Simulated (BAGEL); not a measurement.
# GeH2 (SMILES [GeH2]): HF/STO-3G (density fitting with qzvpp-jkfit)

Aim: the energy change on altering one bond length of GeH2 at HF/STO-3G (density fitting with qzvpp-jkfit), from 2 runs. 

The calculation is run with BAGEL 1.2.2.

4 further runs of the same task are left out: 1 that didn't finish, 3 set aside as unsound or not needed. Runs told in other sessions of the task aren't counted.

**1. Starting point**

GeH2: 3 atoms, total charge 0, spin state singlet. As SMILES, `[GeH2]`. The coordinates come from a PBE0-D4/def2-TZVP relaxation.

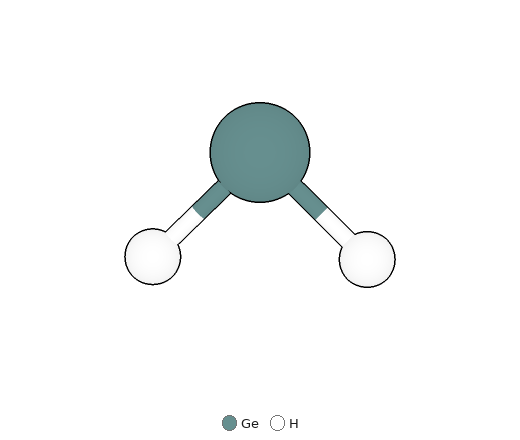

The structure, seen from a chosen angle (germanium teal, hydrogen white).

**2. The energy at HF/STO-3G (density fitting with qzvpp-jkfit)**

input.json

```json
{ "bagel": [

{
  "title": "molecule",
  "basis": "sto-3g",
  "df_basis": "qzvpp-jkfit",
  "angstrom": true,
  "geometry": [
    { "atom": "Ge", "xyz": [      -0.570100,       0.405100,      -0.263700 ] },
    { "atom": "H", "xyz": [       0.783000,       0.743600,       0.509000 ] },
    { "atom": "H", "xyz": [      -0.212900,      -1.148700,      -0.245300 ] }
  ]
},

{
  "title": "hf"
},

{
  "title": "print",
  "file": "orbitals.molden",
  "orbitals": true
}

]}
```

Started as:

```
BAGEL_NUM_THREADS=1 BAGEL input.json > input.out
```

Log:

```text
* using 1 threads per process

  ===============================================================
  ===============================================================

  *** Geometry ***

  { "atom" : "Ge", "xyz" : [     -1.077333,      0.765528,     -0.498321 ] },
  { "atom" : "H", "xyz" : [      1.479656,      1.405200,      0.961871 ] },
  { "atom" : "H", "xyz" : [     -0.402323,     -2.170728,     -0.463550 ] },

  Number of auxiliary basis functions:      302

  Since a DF basis is specified, we compute 2- and 3-index integrals:
    o Being stored without compression. Storage requirement is 0.001 GB

  Number of basis functions:       20
  Number of electrons      :       34

    * METHOD: MOLECULE                             0.05

  *** RHF ***

  === Nuclear Repulsion ===
    21.4737020281

      * DIIS with orbital gradients will be used.

  === RHF iteration (sto-3g) ===
      0      -2052.81490452          0.00433848           0.00
      1      -2052.82102540          0.00114750           0.00
      2      -2052.82148131          0.00033734           0.00
      3      -2052.82151885          0.00005402           0.00
      4      -2052.82151969          0.00002128           0.00
      5      -2052.82151985          0.00000637           0.00
      6      -2052.82151987          0.00000122           0.00
      7      -2052.82151987          0.00000021           0.00
      8      -2052.82151987          0.00000003           0.00
      9      -2052.82151987          0.00000001           0.00
    * SCF iteration converged.

    * Permanent dipole moment:
           (   -0.095081,     0.067621,    -0.043973) a.u.

    * METHOD: HF                                   0.09

    * METHOD: PRINT                                0.00

  ===============================================================
```

Wall time 0.26 s (1 thread of Arm Neoverse V2, shared host).

**3. The distorted shape**

hf.json

```json
{ "bagel" : [

{
  "title" : "molecule",
  "basis" : "sto-3g",
  "df_basis" : "qzvpp-jkfit",
  "angstrom" : true,
  "geometry" : [
    { "atom" : "Ge", "xyz" : [   -0.623680,    0.638169,   -0.266460 ] },
    { "atom" : "H", "xyz" : [    0.729420,    0.976669,    0.506240 ] },
    { "atom" : "H", "xyz" : [   -0.212900,   -1.148700,   -0.245300 ] }
  ]
},
{
  "title" : "hf"
},
{
  "title" : "print",
  "file" : "orbitals.molden",
  "orbitals" : true
}

]}
```

Started as:

```
BAGEL_NUM_THREADS=1 BAGEL hf.json > hf.out
```

Log:

```text
* using 1 threads per process

  ===============================================================
  ===============================================================

  *** Geometry ***

  { "atom" : "Ge", "xyz" : [     -1.178584,      1.205965,     -0.503536 ] },
  { "atom" : "H", "xyz" : [      1.378404,      1.845637,      0.956655 ] },
  { "atom" : "H", "xyz" : [     -0.402323,     -2.170728,     -0.463550 ] },

  Number of auxiliary basis functions:      302

  Since a DF basis is specified, we compute 2- and 3-index integrals:
    o Being stored without compression. Storage requirement is 0.001 GB

  Number of basis functions:       20
  Number of electrons      :       34

    * METHOD: MOLECULE                             0.04

  *** RHF ***

  === Nuclear Repulsion ===
    20.0716311964

      * DIIS with orbital gradients will be used.

  === RHF iteration (sto-3g) ===
      0      -2052.77859741          0.00644041           0.00
      1      -2052.78990160          0.00120503           0.00
      2      -2052.79032981          0.00042256           0.00
      3      -2052.79039300          0.00006726           0.00
      4      -2052.79039425          0.00002006           0.00
      5      -2052.79039439          0.00000725           0.00
      6      -2052.79039441          0.00000161           0.00
      7      -2052.79039441          0.00000039           0.00
      8      -2052.79039441          0.00000003           0.00
      9      -2052.79039441          0.00000001           0.00
    * SCF iteration converged.

    * Permanent dipole moment:
           (   -0.065016,    -0.111674,    -0.047904) a.u.

    * METHOD: HF                                   0.08

    * METHOD: PRINT                                0.00

  ===============================================================
```

Run time: 0.26 s. Hardware: 1 thread of Arm Neoverse V2, shared host.

**4. Summary of results**

Level: HF/STO-3G (density fitting with qzvpp-jkfit).

```
                                                          quantity           value
                                         first shape: total energy  -2052.82152 Eh
                                        first shape: dipole moment          0.32 D
                                          first shape: HOMO energy        -6.31 eV
                                          first shape: LUMO energy         4.70 eV
                                        first shape: HOMO–LUMO gap        11.01 eV
                                     distorted shape: total energy  -2052.79039 Eh
                                    distorted shape: dipole moment          0.35 D
                                      distorted shape: HOMO energy        -6.29 eV
                                      distorted shape: LUMO energy         4.63 eV
                                    distorted shape: HOMO–LUMO gap        10.92 eV
energy change with the Ge1–H3 bond stretched from 1.594 to 1.834 Å        0.847 eV
```

**Reading.** With the Ge1–H3 bond stretched from 1.594 to 1.834 Å the energy rises by 0.85 eV (81.7 kJ/mol). The first shape isn't relaxed at this level, so the change isn't measured from a minimum. The minimal basis adds a large error of its own.
